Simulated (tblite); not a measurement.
**Geometry relaxation of C$_{2}$H$_{6}$O$_{2}$SSi (part 1 of 2)**

System: C$_{2}$H$_{6}$O$_{2}$SSi, SMILES COC(=S)O[SiH3].
Method: GFN2-xTB geometry optimisation, gas phase (tblite 0.8.0).

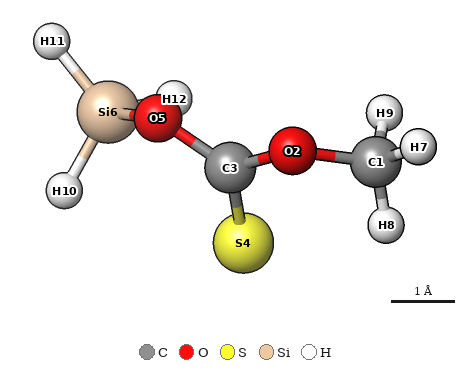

*The structure as given in the input (ball-and-stick view, seen at a tilt; atoms are numbered from 1 in the order of the input).*

Bond lengths as drawn: C–H 1.10 to 1.12 Å, C–O 1.39 to 1.42 Å, C–S 1.65 Å, H–Si 1.45 to 1.47 Å and O–Si 1.77 Å.

Summary

| quantity | value |
| --- | --- |
| outcome | converged |
| total energy | −558.1061 eV |
| hardware | 1 CPU thread, shared host |
| peak memory | 0.18 GiB |

The input
```
{"job": {"kind": "relax", "xc": "GFN2-xTB", "basis": "xTB"}, "charge": 0, "multiplicity": 1}
C      2.386800     0.158500     0.316800
O      1.365800    -0.278800     1.196900
C      0.120700    -0.515000     0.618500
S      0.029200    -1.118400    -0.915400
O     -1.029300    -0.205100     1.359700
Si    -2.429400     0.173400     0.348900
H      3.308400     0.304100     0.899000
H      2.532100    -0.544500    -0.510400
H      2.047100     1.169700    -0.029800
H     -2.935400    -1.092700    -0.156700
H     -3.437600     0.889200     1.107500
H     -1.957200     1.059100    -0.731600
```

The first line tells a small driver script what to run in tblite; the rest is the geometry in Å.

Run as:
```bash
OMP_NUM_THREADS=1 python <driver script> task.json out
```

Output
```
step      E/eV     max force
  0    -557.23167    3.143
  1    -557.45879    1.585
  2    -557.55599    0.892
  3    -557.59729    0.712
  4    -557.68796    0.625
  5    -557.71589    0.527
  6    -557.78485    0.522
  7    -557.81100    0.505
  8    -557.84111    0.471
  9    -557.85255    0.298
 10    -557.86533    0.303
 11    -557.87571    0.274
 12    -557.88695    0.278
 13    -557.89537    0.255
 14    -557.90468    0.274
 15    -557.91522    0.323
 16    -557.92685    0.284
 17    -557.93716    0.265
 18    -557.94648    0.286
 19    -557.95692    0.285
 20    -557.96794    0.335
 21    -557.97673    0.242
 22    -557.98364    0.217
 23    -557.99156    0.291
 24    -558.00231    0.322
 25    -558.01498    0.288
 26    -558.02456    0.209
 27    -558.02890    0.181
 28    -558.03062    0.326
 29    -558.03506    0.234
 30    -558.04025    0.144
 31    -558.04468    0.146
 32    -558.04691    0.122
 33    -558.04838    0.093
 34    -558.04990    0.094
 35    -558.05226    0.127
 36    -558.05524    0.151
 37    -558.05805    0.128
 38    -558.06049    0.160
 39    -558.06301    0.158
 40    -558.06571    0.151
 41    -558.06860    0.154
 42    -558.07131    0.157
 43    -558.07359    0.167
 44    -558.07558    0.131
 45    -558.07734    0.153
 46    -558.07925    0.145
 47    -558.08087    0.092
 48    -558.08218    0.084
 49    -558.08352    0.107
 50    -558.08520    0.142
 51    -558.08725    0.135
 52    -558.08936    0.113
 53    -558.09109    0.121
 54    -558.09242    0.110
 55    -558.09360    0.125
 56    -558.09471    0.096
 57    -558.09565    0.066
 58    -558.09633    0.083
 59    -558.09715    0.100
 60    -558.09836    0.105
 61    -558.09993    0.108
 62    -558.10137    0.084
 63    -558.10232    0.058
 64    -558.10296    0.063
 65    -558.10347    0.077
 66    -558.10396    0.053
 67    -558.10434    0.045
 68    -558.10456    0.034
 69    -558.10470    0.034
 70    -558.10483    0.038
 71    -558.10493    0.023
 72    -558.10499    0.017
 73    -558.10502    0.014
 74    -558.10505    0.012
 75    -558.10508    0.015
 76    -558.10511    0.018
 77    -558.10514    0.020
 78    -558.10520    0.021
 79    -558.10529    0.028
 80    -558.10541    0.035
 81    -558.10553    0.030
 82    -558.10560    0.017
 83    -558.10564    0.020
 84    -558.10569    0.022
 85    -558.10578    0.023
 86    -558.10588    0.028
 87    -558.10597    0.028
 88    -558.10602    0.019
 89    -558.10605    0.011
 90    -558.10606    0.009
```

Trajectory as extended XYZ (Å, eV, eV/Å), 40 of the 91 frames kept, from step=0 to step=90
```
12
Properties=species:S:1:pos:R:3:forces:R:3 step=0 energy=-557.23167
C     2.3868    0.1585    0.3168   -0.3180   0.8840  -0.0060
O     1.3658   -0.2788    1.1969   -2.4390  -0.2360  -0.0770
C     0.1207   -0.5150    0.6185   -0.3680   0.4370   0.9440
S     0.0292   -1.1184   -0.9154   -0.1410   0.4160   0.9330
O    -1.0293   -0.2051    1.3597    1.9470  -0.1550  -2.4620
Si   -2.4294    0.1734    0.3489    0.9160  -0.2840   0.1050
H     3.3084    0.3041    0.8990   -0.4150  -0.3250  -0.0680
H     2.5321   -0.5445   -0.5104    0.0300   0.2360   0.1210
H     2.0471    1.1697   -0.0298    0.5180  -0.7110  -0.2370
H    -2.9354   -1.0927   -0.1567    0.0100  -0.0480   0.0600
H    -3.4376    0.8892    1.1075    0.2590  -0.0610   0.4400
H    -1.9572    1.0591   -0.7316    0.0010  -0.1530   0.2460
12
Properties=species:S:1:pos:R:3:forces:R:3 step=2 energy=-557.55599
C     2.3679    0.1733    0.3216   -0.4080  -0.3040   0.3600
O     1.2966   -0.2771    1.1980    0.1980   0.4890   0.2650
C     0.1112   -0.5045    0.6320    0.4150  -0.1050  -0.7820
S     0.0232   -1.1048   -0.8862   -0.0800  -0.1240  -0.3810
O    -0.9733   -0.2035    1.2826   -0.6320   0.5590   0.0470
Si   -2.3975    0.1620    0.3509    0.2390  -0.1590  -0.0350
H     3.2907    0.2911    0.8993   -0.4240  -0.2510   0.1560
H     2.5315   -0.5322   -0.5022   -0.1220   0.1580   0.1850
H     2.0635    1.1517   -0.0421    0.0960   0.0660  -0.3080
H    -2.9342   -1.0942   -0.1532    0.0620  -0.0310   0.1050
H    -3.4220    0.8839    1.1248    0.5910  -0.2580   0.2890
H    -1.9564    1.0536   -0.7221    0.0660  -0.0390   0.1000
12
Properties=species:S:1:pos:R:3:forces:R:3 step=5 energy=-557.71589
C     2.3206    0.1659    0.3546    0.2840   0.2580  -0.2080
O     1.2605   -0.2248    1.2178   -0.1460   0.0710  -0.3620
C     0.1211   -0.4945    0.5830   -0.3880   0.2340   0.1050
S     0.0159   -1.1151   -0.9195    0.1750  -0.1110  -0.1940
O    -0.9742   -0.1484    1.2276    0.2790  -0.0070   0.1990
Si   -2.3629    0.1415    0.3460   -0.3920   0.1030  -0.2300
H     3.2342    0.2538    0.9262    0.0170  -0.0490   0.4070
H     2.5118   -0.5149   -0.4746   -0.2500  -0.3100   0.0960
H     2.0855    1.1421   -0.0812   -0.0200   0.0380   0.0360
H    -2.9263   -1.1017   -0.1397    0.0210  -0.1570   0.0040
H    -3.3373    0.8478    1.1726    0.3900  -0.1520   0.3210
H    -1.9477    1.0476   -0.7093    0.0310   0.0810  -0.1750
12
Properties=species:S:1:pos:R:3:forces:R:3 step=7 energy=-557.81100
C     2.3122    0.1809    0.3606    0.1750  -0.1050  -0.0570
O     1.2211   -0.1746    1.1940   -0.0150   0.0410  -0.3530
C     0.0998   -0.4668    0.5429   -0.0020   0.0700  -0.0170
S     0.0273   -1.1311   -0.9584    0.0040   0.1980   0.4070
O    -0.9622   -0.1042    1.2089   -0.3840  -0.1960  -0.2630
Si   -2.3716    0.1345    0.3162    0.2060  -0.0120  -0.0590
H     3.1917    0.2207    0.9899    0.0770   0.1130   0.1300
H     2.4708   -0.5348   -0.4429   -0.0230  -0.2830   0.0020
H     2.1013    1.1425   -0.1081    0.1180   0.1830   0.0910
H    -2.9180   -1.1254   -0.1292   -0.0200  -0.1920  -0.0760
H    -3.2326    0.8059    1.2485   -0.0540   0.1030   0.4480
H    -1.9386    1.0518   -0.7190   -0.0830   0.0800  -0.2520
12
Properties=species:S:1:pos:R:3:forces:R:3 step=9 energy=-557.85255
C     2.3211    0.1838    0.3567   -0.0260  -0.1190  -0.0130
O     1.2034   -0.1451    1.1634    0.0240   0.1660   0.1800
C     0.0862   -0.4468    0.5242    0.0850   0.0240   0.0200
S     0.0337   -1.1297   -0.9598   -0.0980   0.0750   0.0490
O    -0.9776   -0.0962    1.1893   -0.1540  -0.2020  -0.1500
Si   -2.3743    0.1334    0.2975   -0.1470   0.0600   0.0580
H     3.1753    0.2119    1.0301   -0.0110   0.0950  -0.1370
H     2.4492   -0.5639   -0.4264    0.1760  -0.0680  -0.0010
H     2.1183    1.1525   -0.1141    0.2880  -0.0200   0.0740
H    -2.9143   -1.1480   -0.1287    0.0230   0.0430  -0.0510
H    -3.1794    0.7884    1.3125    0.0350  -0.0230   0.1050
H    -1.9404    1.0590   -0.7412   -0.1950  -0.0300  -0.1350
12
Properties=species:S:1:pos:R:3:forces:R:3 step=12 energy=-557.88695
C     2.3276    0.1723    0.3538    0.0020   0.0850   0.1000
O     1.1947   -0.1046    1.1636   -0.0720   0.0790  -0.0220
C     0.0850   -0.4310    0.5211   -0.0790  -0.0380   0.0030
S     0.0276   -1.1180   -0.9560    0.1010  -0.0230  -0.2090
O    -1.0052   -0.1232    1.1638    0.1490   0.0550   0.2010
Si   -2.3994    0.1421    0.2902   -0.1100   0.0070   0.0190
H     3.1709    0.2207    1.0350    0.1080  -0.0890  -0.0200
H     2.4626   -0.5940   -0.4156    0.0530   0.0890   0.1230
H     2.1724    1.1548   -0.1072    0.1420  -0.1320  -0.1160
H    -2.9108   -1.1542   -0.1383   -0.0600   0.1280  -0.0490
H    -3.1477    0.7773    1.3683    0.0200  -0.0530  -0.0750
H    -1.9766    1.0571   -0.7754   -0.2520  -0.1070   0.0460
12
Properties=species:S:1:pos:R:3:forces:R:3 step=14 energy=-557.90468
C     2.3269    0.1706    0.3634    0.1290   0.0490   0.0530
O     1.1795   -0.0689    1.1632   -0.0200  -0.0220  -0.2720
C     0.0804   -0.4237    0.5122   -0.0440  -0.0230  -0.0740
S     0.0311   -1.1129   -0.9712    0.1440   0.0910   0.0570
O    -1.0109   -0.1285    1.1569   -0.0200   0.0770   0.0300
Si   -2.4176    0.1450    0.2881    0.1650  -0.0730   0.1620
H     3.1702    0.2146    1.0403    0.1440  -0.1130   0.1380
H     2.4720   -0.6031   -0.3963   -0.0530   0.0300   0.1320
H     2.2174    1.1455   -0.1170    0.0030  -0.0170  -0.1440
H    -2.9130   -1.1491   -0.1464   -0.1340   0.0260  -0.0670
H    -3.1182    0.7625    1.4007   -0.1050   0.0110  -0.0430
H    -2.0167    1.0473   -0.7906   -0.2090  -0.0360   0.0270
12
Properties=species:S:1:pos:R:3:forces:R:3 step=16 energy=-557.92685
C     2.3376    0.1737    0.3785    0.1540  -0.0220  -0.0600
O     1.1600   -0.0235    1.1432    0.1260   0.0030  -0.1450
C     0.0709   -0.4146    0.4958    0.1300   0.0980  -0.0970
S     0.0475   -1.1003   -0.9902    0.0560   0.1060   0.1600
O    -1.0172   -0.1301    1.1531   -0.0510   0.0060  -0.1980
Si   -2.4324    0.1433    0.2978    0.2050  -0.1250   0.1510
H     3.1811    0.1974    1.0590   -0.0100  -0.0590   0.2080
H     2.4804   -0.6138   -0.3610   -0.0600  -0.1240   0.0120
H     2.2768    1.1312   -0.1408   -0.0520   0.0690  -0.0590
H    -2.9272   -1.1395   -0.1623   -0.1520  -0.0560  -0.0330
H    -3.0891    0.7440    1.4382   -0.2220   0.0710   0.0180
H    -2.0873    1.0314   -0.8079   -0.1240   0.0320   0.0420
12
Properties=species:S:1:pos:R:3:forces:R:3 step=18 energy=-557.94648
C     2.3599    0.1761    0.3856    0.0440  -0.0700  -0.0970
O     1.1563    0.0120    1.1190    0.1680   0.1050   0.1550
C     0.0716   -0.4011    0.4814    0.2230   0.1730  -0.0470
S     0.0666   -1.0832   -0.9986   -0.0040  -0.0150  -0.0650
O    -1.0208   -0.1353    1.1445    0.1500   0.0030  -0.1500
Si   -2.4377    0.1352    0.3164   -0.1080  -0.0630  -0.0470
H     3.1949    0.1815    1.0842   -0.1820   0.0150   0.1100
H     2.4878   -0.6307   -0.3324    0.0140  -0.1690  -0.0780
H     2.3240    1.1214   -0.1625    0.0080   0.0180   0.0410
H    -2.9515   -1.1311   -0.1793   -0.0960  -0.0470   0.0580
H    -3.0895    0.7361    1.4627   -0.1730   0.0260  -0.0170
H    -2.1604    1.0184   -0.8176   -0.0430   0.0250   0.1380
12
Properties=species:S:1:pos:R:3:forces:R:3 step=21 energy=-557.97673
C     2.3938    0.1696    0.3846   -0.0630  -0.0250   0.0240
O     1.1737    0.0684    1.1031   -0.0190   0.0020  -0.0220
C     0.1031   -0.3613    0.4539   -0.0460   0.0400  -0.0150
S     0.0959   -1.0606   -1.0171    0.1210   0.0030  -0.1300
O    -1.0040   -0.1342    1.1104    0.0330   0.1450   0.0020
Si   -2.4553    0.1142    0.3393   -0.2310   0.0560  -0.0430
H     3.1884    0.1616    1.1308   -0.0590   0.0770  -0.1090
H     2.4989   -0.6717   -0.3042    0.0610   0.0070   0.0140
H     2.3847    1.1075   -0.1866    0.1370  -0.1640   0.1040
H    -2.9993   -1.1284   -0.1903   -0.0030  -0.0830   0.1590
H    -3.1188    0.7283    1.4840    0.0140  -0.1180  -0.1090
H    -2.2598    1.0059   -0.8045    0.0550   0.0590   0.1260
12
Properties=species:S:1:pos:R:3:forces:R:3 step=23 energy=-557.99156
C     2.4007    0.1629    0.3896    0.0150  -0.0420   0.0470
O     1.1711    0.1109    1.0914   -0.0750  -0.1130  -0.2580
C     0.1144   -0.3323    0.4277   -0.1770  -0.0350  -0.0520
S     0.1199   -1.0494   -1.0409    0.1320   0.1170   0.0790
O    -0.9957   -0.1137    1.0801   -0.2080   0.1310  -0.0780
Si   -2.4792    0.1052    0.3429    0.0710   0.0070   0.0460
H     3.1692    0.1513    1.1568    0.1250   0.0650  -0.0580
H     2.5033   -0.6954   -0.2818    0.0200   0.0560   0.0750
H     2.4345    1.0878   -0.1968    0.1030  -0.1050   0.0560
H    -3.0215   -1.1389   -0.1808    0.0090  -0.1140   0.1500
H    -3.1100    0.7060    1.5059   -0.0600  -0.0800  -0.0280
H    -2.3055    1.0051   -0.7909    0.0430   0.1120   0.0220
12
Properties=species:S:1:pos:R:3:forces:R:3 step=25 energy=-558.01498
C     2.4173    0.1492    0.4034    0.0720  -0.0280   0.0460
O     1.1570    0.1863    1.0456    0.0000  -0.1120  -0.2180
C     0.1154   -0.2805    0.3747   -0.1200  -0.0490  -0.0880
S     0.1755   -1.0191   -1.0828   -0.0310   0.1260   0.1330
O    -0.9990   -0.0678    1.0205   -0.2400   0.0220  -0.1580
Si   -2.5223    0.0908    0.3498    0.2780  -0.0270   0.0140
H     3.1474    0.1361    1.2037    0.1860   0.0160   0.0480
H     2.5136   -0.7378   -0.2295   -0.0080   0.0290   0.0780
H     2.5429    1.0421   -0.2129    0.0060  -0.0080  -0.0080
H    -3.0605   -1.1668   -0.1525    0.0600  -0.0640   0.1360
H    -3.0915    0.6552    1.5538   -0.1830  -0.0170   0.0680
H    -2.3946    1.0115   -0.7702   -0.0180   0.1120  -0.0520
12
Properties=species:S:1:pos:R:3:forces:R:3 step=28 energy=-558.03062
C     2.4437    0.1339    0.4160    0.0590  -0.0780   0.0440
O     1.1596    0.2293    0.9933   -0.1660   0.0760   0.2700
C     0.1146   -0.2380    0.3268    0.0910   0.0100  -0.0350
S     0.2226   -0.9818   -1.1148   -0.1720  -0.0870  -0.2260
O    -1.0084   -0.0251    0.9592    0.1880  -0.0220   0.0640
Si   -2.5447    0.0779    0.3591   -0.1160   0.0570  -0.1130
H     3.1501    0.1312    1.2402    0.0560  -0.0420   0.0670
H     2.5299   -0.7719   -0.1837    0.0610  -0.0980   0.0080
H     2.6306    0.9946   -0.2198   -0.0050   0.1630  -0.1470
H    -3.0927   -1.1954   -0.1049    0.1510   0.0220   0.0900
H    -3.1290    0.6139    1.5727   -0.0860  -0.0350   0.0580
H    -2.4751    1.0309   -0.7407   -0.0610   0.0340  -0.0790
12
Properties=species:S:1:pos:R:3:forces:R:3 step=30 energy=-558.04025
C     2.4513    0.1318    0.4211   -0.0360   0.0650   0.0000
O     1.1567    0.2409    0.9933    0.0600  -0.0500   0.0000
C     0.1185   -0.2322    0.3170    0.0350   0.0040  -0.0180
S     0.2159   -0.9780   -1.1278   -0.0790  -0.0030  -0.0830
O    -1.0059   -0.0255    0.9498    0.0780   0.0320   0.0350
Si   -2.5489    0.0816    0.3572   -0.0820   0.1090   0.0460
H     3.1563    0.1274    1.2502   -0.0320  -0.0090  -0.0100
H     2.5352   -0.7816   -0.1719    0.0240  -0.0150   0.0490
H     2.6451    0.9928   -0.2268   -0.0440  -0.0590   0.0370
H    -3.0873   -1.1966   -0.0958    0.1220  -0.0190   0.0590
H    -3.1375    0.6051    1.5837   -0.0020  -0.0720  -0.0780
H    -2.4983    1.0336   -0.7466   -0.0430   0.0170  -0.0350
12
Properties=species:S:1:pos:R:3:forces:R:3 step=32 energy=-558.04691
C     2.4550    0.1295    0.4259   -0.0360   0.0190  -0.0370
O     1.1586    0.2288    0.9955    0.0610  -0.0780  -0.0720
C     0.1208   -0.2329    0.3079   -0.0210   0.0140   0.0100
S     0.1992   -0.9750   -1.1427    0.0110   0.0730   0.0420
O    -1.0014   -0.0174    0.9434   -0.0140   0.0670   0.0180
Si   -2.5494    0.0935    0.3532    0.0050   0.0210   0.0860
H     3.1668    0.1302    1.2507   -0.0950  -0.0040  -0.0170
H     2.5428   -0.7853   -0.1646    0.0340  -0.0150   0.0330
H     2.6404    0.9895   -0.2254   -0.0320  -0.0510   0.0330
H    -3.0643   -1.2041   -0.0669    0.0910  -0.0140  -0.0140
H    -3.1658    0.5942    1.5744    0.0450  -0.0230  -0.0520
H    -2.5015    1.0483   -0.7480   -0.0490  -0.0080  -0.0310
12
Properties=species:S:1:pos:R:3:forces:R:3 step=35 energy=-558.05226
C     2.4549    0.1236    0.4271    0.0350  -0.1020  -0.0080
O     1.1587    0.2243    0.9830   -0.0400   0.0120   0.0640
C     0.1175   -0.2202    0.2914   -0.0100   0.0380   0.0330
S     0.1962   -0.9579   -1.1593   -0.0120   0.0440  -0.0070
O    -0.9999    0.0119    0.9289   -0.0020   0.0470   0.0210
Si   -2.5536    0.1009    0.3550    0.0630  -0.0460  -0.1000
H     3.1532    0.1280    1.2612   -0.0260   0.0230   0.0270
H     2.5537   -0.7999   -0.1454    0.0280  -0.0360  -0.0410
H     2.6502    0.9752   -0.2265   -0.0200   0.0150  -0.0420
H    -3.0349   -1.2187   -0.0394    0.0700   0.0200  -0.0590
H    -3.1719    0.5727    1.5771   -0.0140   0.0660   0.0780
H    -2.5230    1.0594   -0.7496   -0.0730  -0.0810   0.0340
12
Properties=species:S:1:pos:R:3:forces:R:3 step=37 energy=-558.05805
C     2.4596    0.1120    0.4270    0.0340  -0.0770   0.0530
O     1.1596    0.2338    0.9678   -0.0370   0.0340   0.0890
C     0.1158   -0.1961    0.2743   -0.0020   0.0380   0.0090
S     0.1972   -0.9278   -1.1778   -0.0420   0.0160  -0.0480
O    -0.9978    0.0460    0.9134    0.0090   0.0530   0.0120
Si   -2.5574    0.1037    0.3596    0.0120  -0.0280  -0.1140
H     3.1291    0.1212    1.2820    0.1010   0.0720   0.0300
H     2.5712   -0.8260   -0.1186   -0.0340  -0.0130  -0.0860
H     2.6740    0.9542   -0.2358   -0.0220  -0.0610  -0.0090
H    -3.0015   -1.2281   -0.0296    0.0340  -0.0210  -0.0670
H    -3.1668    0.5527    1.5959   -0.0110   0.0720   0.0490
H    -2.5818    1.0538   -0.7547   -0.0420  -0.0860   0.0800
12
Properties=species:S:1:pos:R:3:forces:R:3 step=39 energy=-558.06301
C     2.4659    0.0992    0.4293   -0.0140   0.0170   0.0640
O     1.1630    0.2369    0.9653    0.0110  -0.0240   0.0280
C     0.1165   -0.1792    0.2683   -0.0030   0.0340  -0.0160
S     0.1925   -0.9020   -1.1895   -0.0390   0.0350  -0.0060
O    -0.9948    0.0698    0.9093   -0.0070   0.0640  -0.0200
Si   -2.5571    0.1039    0.3621   -0.0580  -0.0280   0.0450
H     3.1221    0.1221    1.2941    0.1490   0.0540   0.0010
H     2.5851   -0.8435   -0.1075   -0.0820  -0.0030  -0.0390
H     2.6848    0.9347   -0.2428   -0.0170  -0.0900   0.0210
H    -2.9736   -1.2311   -0.0349    0.0080  -0.0900  -0.0490
H    -3.1702    0.5493    1.6044    0.0430   0.0240  -0.0430
H    -2.6332    1.0392   -0.7548    0.0090   0.0070   0.0140
12
Properties=species:S:1:pos:R:3:forces:R:3 step=42 energy=-558.07131
C     2.4715    0.0740    0.4430    0.0120   0.0500  -0.0280
O     1.1669    0.2202    0.9718    0.0270  -0.0530   0.0200
C     0.1132   -0.1484    0.2573    0.0240   0.0500   0.0290
S     0.1710   -0.8526   -1.2115   -0.0050   0.0700   0.0570
O    -0.9914    0.1313    0.8983   -0.0210   0.0190  -0.0550
Si   -2.5592    0.1000    0.3643   -0.0610  -0.0840   0.0770
H     3.1334    0.1361    1.3058    0.0360  -0.0750  -0.0930
H     2.5957   -0.8686   -0.0970   -0.0790  -0.0200   0.1340
H     2.6853    0.8912   -0.2489   -0.0050   0.0450  -0.0300
H    -2.9080   -1.2562   -0.0342   -0.0050  -0.0410  -0.0030
H    -3.1799    0.5463    1.6031    0.0500  -0.0190  -0.0400
H    -2.6973    1.0260   -0.7487    0.0270   0.0590  -0.0670
12
Properties=species:S:1:pos:R:3:forces:R:3 step=44 energy=-558.07558
C     2.4688    0.0669    0.4484    0.0200  -0.0060  -0.0570
O     1.1658    0.2100    0.9775    0.0020   0.0310   0.0680
C     0.1101   -0.1300    0.2523    0.0140   0.0360   0.0480
S     0.1600   -0.8293   -1.2181    0.0240   0.0560   0.0110
O    -0.9933    0.1664    0.8859    0.0090  -0.0140   0.0000
Si   -2.5635    0.0916    0.3638    0.0110  -0.0100  -0.0870
H     3.1373    0.1372    1.3054    0.0070  -0.0860  -0.0780
H     2.5864   -0.8796   -0.0842   -0.0280  -0.0560   0.1150
H     2.6809    0.8753   -0.2524   -0.0130   0.0870  -0.0530
H    -2.8765   -1.2766   -0.0318   -0.0150   0.0190   0.0140
H    -3.1661    0.5410    1.6057   -0.0250  -0.0180   0.0170
H    -2.7088    1.0263   -0.7491   -0.0050  -0.0380   0.0020
```
